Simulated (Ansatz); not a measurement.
# One shape, several levels: PH2 (SMILES [PH2])

Aim: a comparison of 6 runs (UHF/STO-3G, UCAM-B3LYP/cc-pVTZ, UHSE06/cc-pVTZ, USVWN5/cc-pVTZ, RPA@PBE/cc-pVTZ, UCCSD(T)/cc-pVTZ) of PH2. 

The calculation is run with Ansatz 0.2.0.

28 further runs of the same task are left out: 28 set aside as unsound or not needed.

## 1. The molecule

PH2 has 3 atoms, charge 0, and is taken as a doublet. As SMILES, `[PH2]`. The P1–H2 distance was set to 3.133 Å, away from the relaxed value. At this shape a bond of the SMILES string is far longer than usual.

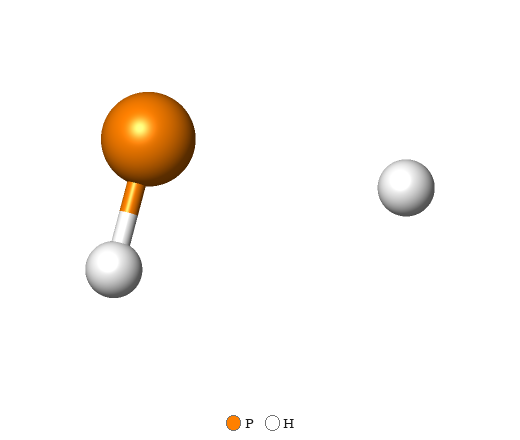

Viewed from a chosen angle; phosphorus orange, hydrogen white.

## 2. A single-point energy at UHF/STO-3G (run 1)

Contents of job.yaml:

```yaml
crystal:
  periodic: [false, false, false]
  atoms:
    - symbol: P
      position_ang: [1.019026, -1.942362, 0.355960]
    - symbol: H
      position_ang: [0.114640, 1.051490, 0.176750]
    - symbol: H
      position_ang: [-0.147074, -2.375112, -0.337220]
basis:
  gaussian:
    orbitals: STO-3G
magnetization:
  spin_polarized: true
  initial_magnetization: 1
hamiltonian:
  xc: hf
accuracy: high
output: {orbitals: {seedname: orbitals}}
```

Run with:

```
$ ansatz run job.yaml --threads 1 --pin off --max-ram 3480MiB --events-out events.jsonl --progress --plain --runs-dir runs
```

Output:

```text
Warning: RAYON_NUM_THREADS=1 ignored (pool sized by the plan → 1); use --threads N
Functional definition: HF
  name "HF"
  exchange = exact_x
  correlation = 0
161 factors; integrals over basis functions are off by at most 9.4e-9 eV
mean field evaluation 1: about -9185.6527 eV, gradient 7.9e0 eV
mean field evaluation 2: about -9185.6568 eV, gradient 7.9e0 eV
mean field evaluation 4: about -9189.5636 eV, gradient 5.1e0 eV
mean field evaluation 8: about -9189.8763 eV, gradient 6.1e0 eV
mean field evaluation 16: about -9194.9586 eV, gradient 2.6e-5 eV
mean field evaluation 32: about -9194.0020 eV, gradient 4.2e-1 eV
mean field evaluation 64: about -9194.0626 eV, gradient 2.5e-2 eV
mean field evaluation 96: about -9178.3875 eV, gradient 1.2e1 eV
mean field -9194.95858739 eV, -337.9084955199 hartree, gradient 6.5e-8 eV, S^2 1.752017; 7 other end points of the search recorded, 0 dependent functions left out
reference -9194.95858739 eV, -337.9084955199 hartree; 9, 8 occupied and 2, 3 virtual orbitals, 161 factors
Total energy: -9194.95858739 eV, -337.9084955199 hartree
```

It took 0.12 s on 1 thread of Arm Neoverse V1, shared host.

## 3. The energy at UCAM-B3LYP/cc-pVTZ (run 2)

Contents of job.yaml:

```yaml
crystal:
  periodic: [false, false, false]
  atoms:
    - {symbol: P, position_ang: [1.019026, -1.942362, 0.355960]}
    - {symbol: H, position_ang: [0.114640, 1.051490, 0.176750]}
    - {symbol: H, position_ang: [-0.147074, -2.375112, -0.337220]}
basis:
  gaussian:
    orbitals: cc-pVTZ
magnetization:
  spin_polarized: true
  initial_magnetization: 1
hamiltonian:
  xc: {name: CAM-B3LYP}
accuracy: high
output: {orbitals: {seedname: orbitals}}
```

Run with:

```
$ ansatz run job.yaml --threads 1 --pin off --max-ram 3480MiB --events-out events.jsonl --progress --plain --runs-dir runs
```

Output, cut to the lines that bear on the results:

```text
Warning: RAYON_NUM_THREADS=1 ignored (pool sized by the plan → 1); use --threads N
Functional definition: CAM-B3LYP
  name "CAM-B3LYP"
[...]
836 factors; integrals over basis functions are off by at most 4.0e-9 eV
243 factors; integrals over basis functions are off by at most 1.9e-9 eV
[...]
mean field -9317.16889670 eV, -342.3996415499 hartree, gradient 5.4e-8 eV, S^2 1.670761; 6 other end points of the search recorded, 0 dependent functions left out
reference -9317.16891205 eV, -342.3996421140 hartree; 9, 8 occupied and 53, 54 virtual orbitals, 836 factors
Total energy: -9317.16891205 eV, -342.3996421140 hartree
```

Wall time 11 s (1 thread of Arm Neoverse V1, shared host); peak memory 0.16 GiB.

Runs 3 to 5 aren't shown in full; the table further down has their settings and results.

## 4. The energy at UCCSD(T)/cc-pVTZ (run 6)

Contents of run.yaml:

```yaml
crystal:
  periodic: [false, false, false]
  atoms:
    - {symbol: P, position_ang: [1.019026, -1.942362, 0.355960]}
    - {symbol: H, position_ang: [0.114640, 1.051490, 0.176750]}
    - {symbol: H, position_ang: [-0.147074, -2.375112, -0.337220]}
basis:
  gaussian:
    orbitals: cc-pVTZ
magnetization:
  spin_polarized: true
  initial_magnetization: 1
correlation:
  method: ccsd_t
  frozen_orbitals: {H: 0, P: 5}
accuracy: high
scf:
  omitted_lower_state_checks: [cluster_reference, increment]
```

Run with:

```
$ ansatz run run.yaml --threads 1 --pin off --max-ram 3480MiB --events-out events.jsonl --progress --plain --runs-dir runs
```

Output:

```text
Warning: RAYON_NUM_THREADS=1 ignored (pool sized by the plan → 1); use --threads N
[... 15 lines left out ...]
5 core orbitals not correlated: weight in the atoms' cores, before any rotation towards them, 1.000 or more for the frozen orbitals, at most 0.000 for the correlated occupied ones
[... 43 lines left out ...]
Total energy: -9304.52215155 eV, -341.9348822377 hartree
Checks for a lower state left out: cluster_reference, increment
```

Run time: 4.5 s. Hardware: 1 thread of Arm Neoverse V1, shared host; peak memory 0.27 GiB.

## 5. All runs side by side

```csv
run,level,frozen core orbitals,energy (Eh),HOMO energy (eV),LUMO energy (eV),⟨S²⟩,wall time
1,UHF/STO-3G,–,-337.908496,-7.19,7.91,1.752,0.12 s
2,UCAM-B3LYP/cc-pVTZ,–,-342.399642,-8.64,-1.94,1.671,11 s
3,UHSE06/cc-pVTZ,–,-342.255775,-7.01,-3.24,1.685,11 s
4,USVWN5/cc-pVTZ,–,-341.093258,-6.21,-4.50,1.517,2.9 s
5,RPA@PBE/cc-pVTZ,5,-342.033614,–,–,1.643,10 s
6,UCCSD(T)/cc-pVTZ,5,-341.934882,–,–,1.746,4.5 s
```

## 6. Summary of results

```
                                          quantity          value
                               run 6: total energy  -341.93488 Eh
run 6: correlation energy (5 core orbitals frozen)     -136.5 mEh
                             run 6: (T) correction      -4.71 mEh
          run 6: ⟨S²⟩ of the reference determinant          1.746
                              run 6: T1 diagnostic          0.019
```

**Reading.** Totals of different functionals can't be ranked against each other. In run 1 the basis is minimal, so the values are rough. Spin contamination of the reference: run 1 ⟨S²⟩ = 1.75, run 6 ⟨S²⟩ = 1.75, run 3 ⟨S²⟩ = 1.69, run 2 ⟨S²⟩ = 1.67, run 5 ⟨S²⟩ = 1.64, run 4 ⟨S²⟩ = 1.52. Where it is this large, the reference is a mixture of spin states, and values that rest on it are in doubt. All runs together took 39 s, the longest 11 s.
